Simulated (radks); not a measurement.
**Be with its nuclear charge varied continuously**

What is the energy between the elements? 4 electrons are held in [He] 2s2 while Z is changed in small steps.

Method: non-relativistic Kohn-Sham, PBE, spin-unpolarised, spherical densities, point nucleus. Code: radks (a radial shooting solver on a logarithmic mesh, Libxc functionals) version 1.

### Step 1. The system

* element: beryllium (Z = 4)
* charge: 0
* electrons: 4
* configuration: [He] 2s2

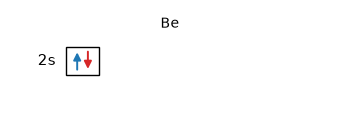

Occupation of the outer shells (arrows by Hund's rule).

### Step 2. Z = 4

Input:

```text
Z 4
configuration [He] 2s2
relativity non-relativistic
functional pbe,pbe
spin unpolarised
nucleus point
```

### Step 3. Z = 3.8

Changes since step 2:

```diff
@@ -1,2 +1,2 @@
-Z 4
+Z 3.8
 configuration [He] 2s2
```

### Step 4. Z = 3.9

Changes since step 3:

```diff
@@ -1,2 +1,2 @@
-Z 3.8
+Z 3.9
 configuration [He] 2s2
```

### Step 5. Z = 4.1

Changes since step 4:

```diff
@@ -1,2 +1,2 @@
-Z 3.9
+Z 4.1
 configuration [He] 2s2
```

### Step 6. Z = 4.2

Changes since step 5:

```diff
@@ -1,2 +1,2 @@
-Z 4.1
+Z 4.2
 configuration [He] 2s2
```

### Step 7. Z = 4.3

Changes since step 6:

```diff
@@ -1,2 +1,2 @@
-Z 4.2
+Z 4.3
 configuration [He] 2s2
```

### Step 8. Z = 4.4

Changes since step 7:

```diff
@@ -1,2 +1,2 @@
-Z 4.3
+Z 4.4
 configuration [He] 2s2
```

### Step 9. Z = 4.5

Changes since step 8:

```diff
@@ -1,2 +1,2 @@
-Z 4.4
+Z 4.5
 configuration [He] 2s2
```

### Step 10. Z = 4.6

Changes since step 9:

```diff
@@ -1,2 +1,2 @@
-Z 4.5
+Z 4.6
 configuration [He] 2s2
```

### Step 11. Z = 4.7

Changes since step 10:

```diff
@@ -1,2 +1,2 @@
-Z 4.6
+Z 4.7
 configuration [He] 2s2
```

### Step 12. Z = 4.8

Changes since step 11:

```diff
@@ -1,2 +1,2 @@
-Z 4.7
+Z 4.8
 configuration [He] 2s2
```

### Step 13. Z = 4.9

Changes since step 12:

```diff
@@ -1,2 +1,2 @@
-Z 4.8
+Z 4.9
 configuration [He] 2s2
```

### Step 14. Z = 5

Changes since step 13:

```diff
@@ -1,2 +1,2 @@
-Z 4.9
+Z 5
 configuration [He] 2s2
```

Before running it: what results should come out? Wanted: for each run, Z; E; E(electron-nucleus)/Z; highest level; its energy; <r>.

The runs gave:

| Z | E (hartree) | E(electron-nucleus)/Z (hartree) | highest level | its energy (eV) | <r> (bohr) |
| --- | --- | --- | --- | --- | --- |
| 3.8 | -12.99830 | -7.90686 | 2s | -3.687 | 2.882 |
| 3.9 | -13.80156 | -8.15828 | 2s | -4.611 | 2.735 |
| 4 | -14.62995 | -8.40951 | 2s | -5.609 | 2.604 |
| 4.1 | -15.48345 | -8.66059 | 2s | -6.679 | 2.486 |
| 4.2 | -16.36206 | -8.91154 | 2s | -7.821 | 2.379 |
| 4.3 | -17.26576 | -9.16238 | 2s | -9.035 | 2.281 |
| 4.4 | -18.19453 | -9.41312 | 2s | -10.320 | 2.192 |
| 4.5 | -19.14838 | -9.66379 | 2s | -11.676 | 2.110 |
| 4.6 | -20.12729 | -9.91438 | 2s | -13.102 | 2.034 |
| 4.7 | -21.13125 | -10.1649 | 2s | -14.598 | 1.963 |
| 4.8 | -22.16027 | -10.4154 | 2s | -16.164 | 1.898 |
| 4.9 | -23.21433 | -10.6658 | 2s | -17.800 | 1.837 |
| 5 | -24.29343 | -10.9162 | 2s | -19.505 | 1.780 |

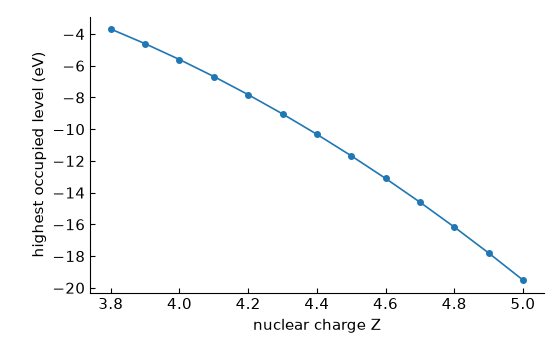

The highest occupied level against the nuclear charge.

**Reading.** At Z = 4 the central difference of E is -8.409 hartree, against -8.410 from the Hellmann-Feynman theorem. The top level goes from -3.687 eV at Z = 3.8 to -19.505 eV at Z = 5.
